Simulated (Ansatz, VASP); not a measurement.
# SiPb: VASP beside Ansatz

Wanted: the spread between two codes on one cell, functional and k mesh. The cell is generated by rule, not measured, and may not be a known phase. The cell comes out of the VASP series on this material, whose earlier steps may have relaxed, scaled or displaced it; both programs get it as it stands.

Main program and level: Ansatz 0.2.0; plane waves, with VASP 6.6.1 beside it; band structure at PBEsol, spin-orbit coupling.

The structure was built from a prototype and need not be the compound's stable phase.

## Step 1: The structure

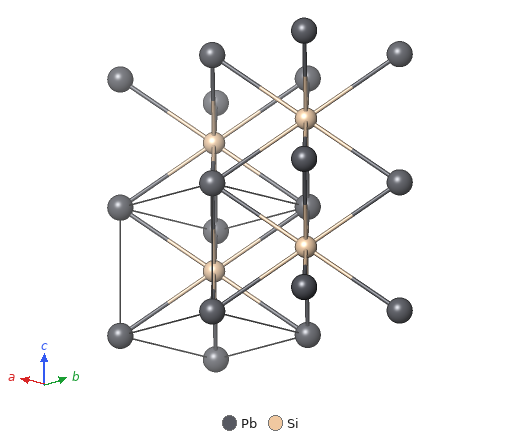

The starting structure, seen from a free direction (lead dark grey, silicon light orange). 1×2×2 cells are drawn. Some periodic images of atoms are drawn too.

As a file:

```cif
data_structure
_symmetry_space_group_name_H-M 'Pm-3m'
_symmetry_Int_Tables_number 221
_cell_length_a 3.9889
_cell_length_b 3.9889
_cell_length_c 3.9889
_cell_angle_alpha 90.000
_cell_angle_beta 90.000
_cell_angle_gamma 90.000
_cell_volume 63.47
loop_
_atom_site_label
_atom_site_type_symbol
_atom_site_symmetry_multiplicity
_atom_site_Wyckoff_symbol
_atom_site_fract_x
_atom_site_fract_y
_atom_site_fract_z
_atom_site_occupancy
Pb1 Pb 1 a 0.00000 0.00000 0.00000 1
Si1 Si 1 b 0.50000 0.50000 0.50000 1
```

## Step 2: Ansatz: band structure, PBEsol, spin-orbit coupling

Ansatz runs on its fully relativistic PAW (standard-fr) files.

The same path points are solved in both programs, so levels can be compared one by one.

Input file input.yaml:

```yaml
crystal:
  lattice:
    - [3.98891, 0.0, 0.0]
    - [0.0, 3.98891, 0.0]
    - [0.0, 0.0, 3.98891]
  atoms:
    - { symbol: Pb, position: [0.0, 0.0, 0.0] }
    - { symbol: Si, position: [0.5, 0.5, 0.5] }
hamiltonian:
  xc: pbesol
  pseudopotentials: { kind: paw_fr }
magnetization:
  noncollinear: true
  spin_orbit: true
kpoints:
  mp_grid: { grid: [8, 8, 8] }
  band_path:
    path:
      - [0.0, 0.0, 0.0]
      - [0.0, 0.1, 0.0]
      - [0.0, 0.2, 0.0]
      - [0.0, 0.3, 0.0]
      - [0.0, 0.43333, 0.0]
      - [0.0, 0.5, 0.0]
      - [0.1, 0.5, 0.0]
      - [0.2, 0.5, 0.0]
      - [0.33333, 0.5, 0.0]
      - [0.43333, 0.5, 0.0]
      - [0.5, 0.5, 0.0]
      - [0.36667, 0.36667, 0.0]
      - [0.26667, 0.26667, 0.0]
      - [0.16667, 0.16667, 0.0]
      - [0.06667, 0.06667, 0.0]
      - [0.03333, 0.03333, 0.03333]
      - [0.13333, 0.13333, 0.13333]
      - [0.23333, 0.23333, 0.23333]
      - [0.33333, 0.33333, 0.33333]
      - [0.46667, 0.46667, 0.46667]
      - [0.46667, 0.5, 0.46667]
      - [0.36667, 0.5, 0.36667]
      - [0.23333, 0.5, 0.23333]
      - [0.13333, 0.5, 0.13333]
      - [0.03333, 0.5, 0.03333]
      - [0.5, 0.5, 0.03333]
      - [0.5, 0.5, 0.16667]
      - [0.5, 0.5, 0.26667]
      - [0.5, 0.5, 0.36667]
      - [0.5, 0.5, 0.5]
    npoints: 1
scf:
  occupations: { method: gaussian, width: 0.02 }
  n_extra_bands: 14
output:
  forces: true
  stress: true
  eigenvalues: true
```

On the command line:

```console
$ ansatz run input.yaml --threads 2 --pin off --max-ram 4608MiB --backend cpu --events-out ev --progress --plain --runs-dir out
```

Numbers of over 12 decimals in the logs are rounded to 6 here.

The program printed:

```text
scf.n_extra_bands = 14 over 18 filled bands (N_el = 18.0): the run solves 32 bands
Engine: ansatz 0.2.0, aarch64-unknown-linux-gnu
Pseudopotentials: kind: paw_fr
Pseudopotential: Pb, paw_fr, valence charge 14, recommended cutoff 420 eV (normal), Pb.paw.azcp#standard-fr
Pseudopotential: Si, paw_fr, valence charge 4, recommended cutoff 420 eV (normal), Si.paw.azcp#standard-fr
Functional definition: PBEsol
  exchange = pbesol_x
  correlation = pbesol_c
non-collinear run that drives no moment, with spin-orbit: no starting moment large enough to seed its density (crystal.atoms[].spin), no starting occupations that ask for one, no magnetisation constraint and no magnetic field, so the semilocal B_xc is pinned to zero
Crystal: 2 atoms, lattice volume = 63.469 Å³
Basis set: ecut = 420 eV, 1237 PW (Γ), exchange–correlation on 54×54×54 points (8 copies of the dense FFT grid, shifted against one another)
Bands: 32, of which v1, the nominal top of the filled ones, is band 18 counted from 1 (17 counted from 0)
Symmetry: 48 space group operations + 48 with time reversal
Magnetic group: BNS 221.93 (UNI 1595), of the structure as read, at distance tolerance 4.0e-5 Å
k-points: 35 of 512
Projection manifold: j_resolved (fully-relativistic pseudo-atomic orbitals)
Non-local potential: Pb, projectors of the file, l = 0: 2, l = 1: 4, l = 2: 4, l = 3: 4
Non-local potential: Si, projectors of the file, l = 0: 2, l = 1: 4, l = 2: 4
PAW form: soft (Blöchl's): semilocal exchange-correlation on the pseudo side does not see the compensation charge
PAW frozen core: Pb, regenerated for the run's functional, and the local potential with it (the file was generated under x = pbe(κ = 0.804, μ = 0.219515), c = pbe(β = 0.066725))
PAW frozen core: Si, regenerated for the run's functional, and the local potential with it (the file was generated under x = pbe(κ = 0.804, μ = 0.219515), c = pbe(β = 0.066725))
PAW one-centre angular grid: Pb, 590 points (default); XC on 96 Gauss nodes
PAW one-centre angular grid: Si, 110 points (default); XC on 64 Gauss nodes
Initial density: superposition of atomic densities (chi_scale 0.1, normalization cell, long waves kept (reshape's long-wave potential 0.00 eV rms))
Initial wavefunctions: pseudopotential atomic-orbital guess
Functional: x = pbesol(κ = 0.804, μ = 0.123457), c = pbesol(β = 0.046)
SCF iter   1: F=—  HF=-12412.530345 eV  |F-HF|=—  |Δ(HF+E_count)|=         —  Δρ=1.29e-2  dr2=3.03e-1  dr2_m=0.00e0 (ungated)  ethr=3.10e-3  |M|=0.00e0 ∫|m|=0.00e0 μB  |m|>n=0.0e0 m-floor=0.0e0 τ_xc=0.0e0  β_m=0.30  ⟨swp⟩=8.6  Hψ=3424  notcnv=0  defer=68
preconditioner: auto → none  [insulator: Δε(μ)=0.038 eV  Ē_g=15.680 eV  σ=0.020 eV  W_gap=0.64  n_scr=6 (ndim 8)  ℏωp=19.8 eV  f_vac=0.000  D(μ)=0.79/eV (n_scr^D=0)  ε∞_Penn≈2.6]
SCF iter   2: F=—  HF=-12412.437064 eV  |F-HF|=—  |Δ(HF+E_count)|=   9.33e-2  Δρ=5.65e-3  dr2=3.51e-2  dr2_m=0.00e0 (ungated)  ethr=1.68e-3  |M|=0.00e0 ∫|m|=0.00e0 μB  |m|>n=0.0e0 m-floor=0.0e0 τ_xc=0.0e0  β_m=0.36  ⟨swp⟩=2.8  Hψ=860  notcnv=0  defer=250
SCF iter   3: F=—  HF=-12412.428394 eV  |F-HF|=—  |Δ(HF+E_count)|=   8.67e-3  Δρ=2.85e-3  dr2=5.63e-3  dr2_m=0.00e0 (ungated)  ethr=1.95e-4  |M|=0.00e0 ∫|m|=0.00e0 μB  |m|>n=0.0e0 m-floor=0.0e0 τ_xc=0.0e0  β_m=0.52  ⟨swp⟩=3.6  Hψ=908  notcnv=0  defer=258
SCF iter   4: F=—  HF=-12412.427190 eV  |F-HF|=—  |Δ(HF+E_count)|=   1.20e-3  Δρ=4.35e-4  dr2=1.91e-4  dr2_m=0.00e0 (ungated)  ethr=3.13e-5  |M|=0.00e0 ∫|m|=0.00e0 μB  |m|>n=0.0e0 m-floor=0.0e0 τ_xc=0.0e0  β_m=0.53  ⟨swp⟩=2.0  Hψ=654  notcnv=0  defer=258
SCF iter   5: F=—  HF=-12412.427168 eV  |F-HF|=—  |Δ(HF+E_count)|=   2.18e-5  Δρ=9.71e-5  dr2=3.71e-6  dr2_m=0.00e0 (ungated)  ethr=1.06e-6  |M|=0.00e0 ∫|m|=0.00e0 μB  |m|>n=0.0e0 m-floor=0.0e0 τ_xc=0.0e0  β_m=0.71  ⟨swp⟩=2.6  Hψ=758  notcnv=0  defer=258
SCF iter   6: F=—  HF=-12412.427171 eV  |F-HF|=—  |Δ(HF+E_count)|=   2.98e-6  Δρ=1.82e-5  dr2=9.26e-8  dr2_m=0.00e0 (ungated)  ethr=5.56e-10  |M|=0.00e0 ∫|m|=0.00e0 μB  |m|>n=0.0e0 m-floor=0.0e0 τ_xc=0.0e0  β_m=0.68  ⟨swp⟩=11.4  Hψ=3772  notcnv=0
SCF iter   7: F=-12412.427171 eV  HF=-12412.427171 eV  |F-HF|=1.39e-8  |Δ(HF+E_count)|=   3.25e-8  Δρ=5.96e-6  dr2=1.54e-8  dr2_m=0.00e0 (ungated)  ethr=5.15e-10  |M|=0.00e0 ∫|m|=0.00e0 μB  |m|>n=0.0e0 m-floor=0.0e0 τ_xc=0.0e0  ⟨swp⟩=1.7  Hψ=1499  notcnv=0
SCF 1 converged in 7 iterations: F = -12412.427171 eV  dr2 = 1.54e-8
  greatest PAW one-centre occupation: 0.978 electrons in one spin orbital (limit 2), on the Pb atom at site 0 (counted from 0), in its partial waves of l = 2
NSCF: frozen V_eff on 30 k-points
SCF converged after 7 iterations
Magnetization: |M| = 0.0000 μB,  M = (+0.0000, +0.0000, +0.0000) μB
Absolute magnetization: 0.0000 μB (∫|m|)
  site 0: m = (+0.0000, +0.0000, +0.0000) μB, |m| = 0.0000 μB  (R = 1.42 Å)
  site 1: m = (+0.0000, +0.0000, +0.0000) μB, |m| = 0.0000 μB  (R = 1.42 Å)
Free energy (F): -12412.427171 eV
Harris-Foulkes:  -12412.427171 eV  (|F-HF|=1.39e-8)
Internal energy: -12412.426259 eV  (E = F + TS)
E sigma→0 (E₀):  -12412.426715 eV
Entropy (-TS):   -0.000912 eV (-0.456 meV/atom)
Fermi energy:    6.280115 eV
--- Per-component energies (eV) ---
  E_band       = -86.971444
  E_kinetic    = 320.353402
  E_local      = -1329.191188  (includes V_loc(G=0)·N_el)
  E_nonlocal   = 378.243477
  E_hartree    = 527.330740
  E_xc         = -269.606220
  E_vxc        = -174.124390  (∫ρ·V_xc dr)
  E_paw        = -10791.850737  (= ΣΔE_a)
  E_vpaw       = -336.919235  (= ΣTr[D̂ρ^β])
  E_aug_tail   = 0.000057  (compensation charges beyond the density's cutoff)
  E_ewald      = -1247.811932
  E_core_change = 0.106143  (= ΣΔE_core)
  E_smearing   = -0.000912  (= −TS)
  E_closure    = 0.000000  (closes the sum)
  Σ components = -12412.427171   (vs F -12412.427171, Δ=0.00e0)
--- Forces (eV/Å), atoms counted from 1 ---
  atom   1  Pb     0.00000000     0.00000000    -0.00000000
  atom   2  Si    -0.00000000     0.00000000    -0.00000000
  max |Σ_I F_I| component: 2.78e-29 eV/Å
--- Stress (GPa, compression-positive) ---
       -9.228851      -0.000000       0.000000
        0.000000      -9.228851       0.000000
        0.000000       0.000000      -9.228851
  P = ⅓ Tr σ = -9.2289 GPa (-92.289 kbar)
--- Band table (eV; the first three rows and the last of 35) ---
  k-point 0: bands = [... 14 lower, 5.5054, 5.5054, 6.2670, 6.2670, 6.2670, 6.2670, 10.5173, 10.5173, ... 10 higher]
  k-point 1: bands = [... 14 lower, 5.5446, 5.5446, 6.2160, 6.2160, 6.4084, 6.4084, 10.5356, 10.5356, ... 10 higher]
  k-point 2: bands = [... 14 lower, 5.7085, 5.7085, 6.4692, 6.4692, 6.8177, 6.8177, 9.4507, 9.4507, ... 10 higher]
  k-point 34: bands = [... 14 lower, 4.6146, 4.6146, 5.3913, 5.3913, 5.3913, 5.3913, 5.4135, 5.4135, ... 10 higher]
```

It took 12 s on 2 threads of Arm Neoverse V1, shared host; peak memory 0.52 GiB.

## Step 3: VASP: band structure, PBEsol, spin-orbit coupling

The same cell, functional, mesh and smearing now go to VASP, with its own data sets and cutoff.

Lines of VASP's logs that name or quote its potential files are left out, and so is its time.

Input file INCAR:

```
SYSTEM = SiPb
PREC = Accurate
ENCUT = 400
EDIFF = 1E-06
NELM = 100
ISMEAR = 0
SIGMA = 0.02
LREAL = .FALSE.
ALGO = Normal
GGA = PS
LNONCOLLINEAR = .TRUE.
MAGMOM = 0 0 0 0 0 0
NBANDS = 30
GGA_COMPAT = .FALSE.
LASPH = .TRUE.
LSORBIT = .TRUE.
LORBIT = 11
LWAVE = .FALSE.
LCHARG = .FALSE.
KPAR = 4
ISIF = 2
```

Input file POSCAR:

```
SiPb
1.0
    3.9889100000      0.0000000000      0.0000000000
    0.0000000000      3.9889100000      0.0000000000
    0.0000000000      0.0000000000      3.9889100000
Pb Si
1 1
Direct
    0.0000000000      0.0000000000      0.0000000000
    0.5000000000      0.5000000000      0.5000000000
```

Input file KPOINTS:

```
Automatic mesh
0
Gamma
8 8 8
0 0 0
```

Input file KPOINTS_OPT:

```
Line mode
16
Line-mode
Reciprocal
  0.00000000   0.00000000   0.00000000 GAMMA
  0.00000000   0.50000000   0.00000000 X

  0.00000000   0.50000000   0.00000000 X
  0.50000000   0.50000000   0.00000000 M

  0.50000000   0.50000000   0.00000000 M
  0.00000000   0.00000000   0.00000000 GAMMA

  0.00000000   0.00000000   0.00000000 GAMMA
  0.50000000   0.50000000   0.50000000 R

  0.50000000   0.50000000   0.50000000 R
  0.00000000   0.50000000   0.00000000 X

  0.50000000   0.50000000   0.00000000 M
  0.50000000   0.50000000   0.50000000 R
```

PAW data sets: Pb_d and Si (PBE family, release 64).

On the command line:

```console
$ mpirun -np 4 vasp_ncl
```

The program printed:

```text
[banner, memory and clock lines left out]
running    4 mpi-ranks, on    1 nodes
 distrk:  each k-point on    1 cores,    4 groups
 distr:  one band on    1 cores,    1 groups

 POSCAR found type information on POSCAR PbSi
 POSCAR found :  2 types and       2 ions
|                                                                             |
|               ----> ADVICE to this user running VASP <----                  |
|                                                                             |
|     You enforced a specific xc type in the INCAR file but a different       |
|     [... a line on the potential file left out ...]
|     I HOPE YOU KNOW WHAT YOU ARE DOING!                                     |
|                                                                             |

 LDA part: xc-table for (Slater+PW92), standard interpolation
 POSCAR, INCAR and KPOINTS ok, starting setup
 FFT: planning ... GRIDC
 FFT: planning ... GRID_SOFT
 FFT: planning ... GRID
 WAVECAR not read
 entering main loop
       N       E                     dE             d eps       ncg     rms          rms(c)
DAV:   1     0.151466852723E+03    0.15147E+03   -0.67879E+03  2108   0.968E+02
DAV:   2     0.366542313936E+01   -0.14780E+03   -0.14143E+03  2186   0.303E+02
DAV:   3    -0.810706044010E+01   -0.11772E+02   -0.11583E+02  2686   0.104E+02
DAV:   4    -0.850719007234E+01   -0.40013E+00   -0.39911E+00  2598   0.220E+01
DAV:   5    -0.852871466150E+01   -0.21525E-01   -0.21520E-01  3046   0.460E+00    0.959E-01
DAV:   6    -0.851263248217E+01    0.16082E-01   -0.23344E-02  2796   0.196E+00    0.522E-01
DAV:   7    -0.850760236654E+01    0.50301E-02   -0.12767E-02  2698   0.112E+00    0.225E-01
DAV:   8    -0.850747449696E+01    0.12787E-03   -0.60365E-04  2784   0.256E-01    0.107E-01
DAV:   9    -0.850745060977E+01    0.23887E-04   -0.15354E-04  2730   0.200E-01    0.462E-02
DAV:  10    -0.850745604392E+01   -0.54341E-05   -0.15384E-05  2412   0.455E-02    0.139E-02
DAV:  11    -0.850745716948E+01   -0.11256E-05   -0.40474E-06  2496   0.282E-02    0.369E-03
DAV:  12    -0.850745679162E+01    0.37786E-06   -0.59082E-07  1500   0.132E-02
   1 F= -.85074568E+01 E0= -.85071080E+01  d E =-.697484E-03  mag=     0.0000     0.0000    -0.0000
 Start KPOINTS_OPT (optional k-point list driver)
k-point batch [1-35\96]
       N       E                     dE             ncg
DAV:   1     0.147184198901E+04   -0.89757E+04     2100
DAV:   2    -0.375342192700E+04   -0.52253E+04     2160
DAV:   3    -0.418869409553E+04   -0.43527E+03     2646
DAV:   4    -0.420480832875E+04   -0.16114E+02     2494
DAV:   5    -0.420564669757E+04   -0.83837E+00     3134
DAV:   6    -0.420565486089E+04   -0.81633E-02     2606
DAV:   7    -0.420565508356E+04   -0.22267E-03     3134
DAV:   8    -0.420565508589E+04   -0.23275E-05     2146
DAV:   9    -0.420565508607E+04   -0.18057E-06     1568
[...]
k-point batch [71-96\96]
       N       E                     dE             ncg
DAV:   1     0.620853744472E+04   -0.12042E+05     1560
DAV:   2     0.238842807156E+04   -0.38201E+04     1638
DAV:   3     0.207691162835E+04   -0.31152E+03     1960
DAV:   4     0.206613627495E+04   -0.10775E+02     1906
DAV:   5     0.206558348431E+04   -0.55279E+00     2330
DAV:   6     0.206557563703E+04   -0.78473E-02     2012
DAV:   7     0.206557548112E+04   -0.15591E-03     2348
DAV:   8     0.206557547928E+04   -0.18429E-05     1610
DAV:   9     0.206557547915E+04   -0.13248E-06     1220
```

From OUTCAR (step 3):

```text
ion  position               nearest neighbor table
   1  0.000  0.000  0.000-   2 3.45   2 3.45   2 3.45   2 3.45   2 3.45   2 3.45   2 3.45   2 3.45

  LATTYP: Found a simple cubic cell.
 ALAT       =     3.9889100000

 Subroutine GETGRP returns: Found 48 space group operations
 (whereof 48 operations were pure point group operations)

The static configuration has the point symmetry O_h .

 Found     35 irreducible k-points:

   k-points           NKPTS =     35   k-points in BZ     NKDIM =     35   number of bands    NBANDS=     30

   dimension x,y,z NGX =    28 NGY =   28 NGZ =   28
   dimension x,y,z NGXF=    56 NGYF=   56 NGZF=   56

   ENCUT  =  400.0 eV  29.40 Ry    5.42 a.u.   6.50  6.50  6.50*2*pi/ulx,y,z

   NELECT =      18.0000    total number of electrons

 k-points in reciprocal lattice and weights: Automatic mesh
   0.00000000  0.00000000  0.00000000       0.002
   0.12500000  0.00000000  0.00000000       0.012
   0.25000000  0.00000000  0.00000000       0.012
   0.37500000  0.00000000  0.00000000       0.012
   0.50000000  0.00000000  0.00000000       0.006
   0.12500000  0.12500000  0.00000000       0.023
   0.25000000  0.12500000  0.00000000       0.047
   0.37500000  0.12500000  0.00000000       0.047
   0.50000000  0.12500000  0.00000000       0.023
[...]
0.50000000  0.50000000  0.37500000       0.012
   0.50000000  0.50000000  0.50000000       0.002

 average (electrostatic) potential at core
       1 -92.4796       2 -85.4999

 E-fermi :   4.4133

 k-point     1 :       0.0000    0.0000    0.0000
  band No.  band energies     occupation
    ...
     16       3.6959      1.00000
     17       4.3858      0.97398
     18       4.3858      0.97398
     19       4.3858      0.97398
     20       4.3858      0.97398
     21       8.6306      0.00000
     22       8.6306      0.00000
     23       8.6306      0.00000
     24       8.6306      0.00000
     25       9.2508      0.00000
    ...

 k-point     2 :       0.1250    0.0000    0.0000
  band No.  band energies     occupation
    ...
     14      -0.3983      1.00000
     15       3.7278      1.00000
     16       3.7278      1.00000
     17       4.3377      1.00000
     18       4.3377      1.00000
     19       4.5278      0.00000
     20       4.5278      0.00000
     21       8.7428      0.00000
     22       8.7428      0.00000
     23       8.7660      0.00000
    ...

 k-point     3 :       0.2500    0.0000    0.0000
  band No.  band energies     occupation
    ...
     12      -5.2476      1.00000
     13      -1.2523      1.00000
     14      -1.2523      1.00000
     15       3.8703      1.00000
     16       3.8703      1.00000
     17       4.6087      0.00000
     18       4.6087      0.00000
     19       4.9391      0.00000
     20       4.9391      0.00000
     21       7.6451      0.00000
    ...

  Total       -3.6638090     -3.6638090     -3.6638090      0.0000000      0.0000000     -0.0000000
  in kB      -92.4870007    -92.4870007    -92.4870007      0.0000000      0.0000000     -0.0000000
  external PRESSURE =     -92.4870007 kB  Pullay stress =       0.0000000 kB

  energy-cutoff  :      400.00
  volume of cell :       63.47
      direct lattice vectors                 reciprocal lattice vectors
     3.988910000  0.000000000  0.000000000     0.250695052  0.000000000  0.000000000
     0.000000000  3.988910000  0.000000000     0.000000000  0.250695052  0.000000000
     0.000000000  0.000000000  3.988910000     0.000000000  0.000000000  0.250695052

 POSITION                                       TOTAL-FORCE (eV/Angst)
 -----------------------------------------------------------------------------------
      0.00000      0.00000      0.00000         0.000000      0.000000      0.000000
      1.99446      1.99446      1.99446         0.000000      0.000000      0.000000
 -----------------------------------------------------------------------------------
    total drift:                               -0.000000     -0.000000     -0.000000

  FREE ENERGIE OF THE ION-ELECTRON SYSTEM (eV)
  ---------------------------------------------------
  free  energy   TOTEN  =        -8.5074567916 eV

  energy  without entropy=       -8.5067593076  energy(sigma->0) =       -8.50710805

 Spin-Orbit-Coupling matrix elements
 Ion:    1  E_soc:     -1.0390994
 Ion:    2  E_soc:     -0.0016369

 total charge
# of ion       s       p       d       tot
------------------------------------------
    1        1.397   0.639   9.810  11.846
    2        0.925   0.548   0.000   1.473
--------------------------------------------------
tot          2.322   1.187   9.810  13.319

 magnetization (x)
# of ion       s       p       d       tot
------------------------------------------
    1        0.000   0.000  -0.000   0.000
    2        0.000  -0.000   0.000   0.000
--------------------------------------------------
tot          0.000  -0.000  -0.000   0.000

 magnetization (y)
# of ion       s       p       d       tot
------------------------------------------
    1       -0.000   0.000   0.000  -0.000
    2       -0.000   0.000   0.000  -0.000
--------------------------------------------------
tot         -0.000   0.000   0.000  -0.000

 magnetization (z)
# of ion       s       p       d       tot
------------------------------------------
    1        0.000   0.000  -0.000  -0.000
    2       -0.000   0.000   0.000  -0.000
--------------------------------------------------
tot         -0.000   0.000  -0.000  -0.000

[... 3 further parts left out ...]
```

The run ends at a pressure of -9.25 GPa.

## Step 4: Differences

Known differences besides the PAW data sets themselves: spin-orbit coupling enters by fully relativistic files in Ansatz and inside the spheres in VASP; the cutoff is 420 eV in Ansatz and 400 eV in VASP; Ansatz makes its cores anew for this functional, VASP keeps those of its PBE data sets. Total energies have different zeros and are not compared.

Both answers:

```tsv
quantity	Ansatz	VASP	difference
pressure (GPa)	-9.23	-9.25	+0.02
```

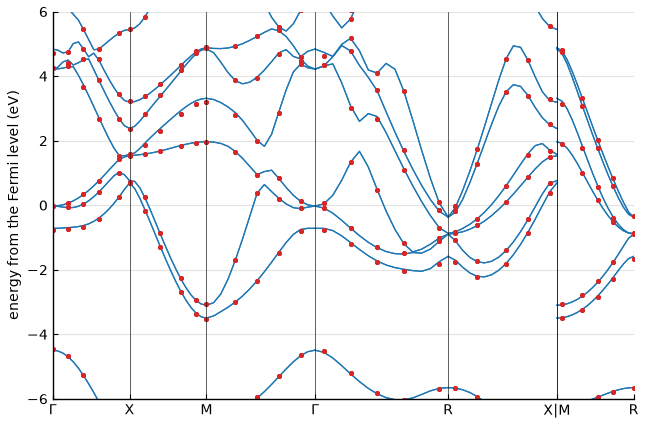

Bands from VASP (lines) and levels from Ansatz (dots). Dots without a line are higher empty bands that the VASP plot leaves out.

Levels from 3 eV below to 2 eV above the Fermi level differ by 26 meV r.m.s. and 79 meV at most; each VASP level is matched to the nearest of Ansatz, which flatters the figure a little. Ansatz's pressure holds a Pulay correction of 0.02 GPa; VASP's holds none.

## Step 5: Results

| Quantity | Value |
| --- | --- |
| r.m.s. difference of levels near the Fermi level (band structure, PBEsol, spin-orbit coupling) | 26 meV |

What this shows: The r.m.s. difference of levels near the Fermi level is 26 meV (band structure, PBEsol, spin-orbit coupling), within the 80 meV picked in this series as the mark of a large difference. 1 further run on this material is not shown. How closely two codes agree says nothing of how well the functional describes the real material.

[Lines on the potential files, build, host, timing and source positions are cut from VASP's logs without a mark.]

[Logs are printed without paths, hosts, clocks, repeated set-up lines and the standing remarks that a program may print on its own settings, such as how far it seeks lower states.]

[Hosts, paths, dates, database ids (printed as entryN), source tags and the programs' standing remarks are cut or masked in the printed files.]
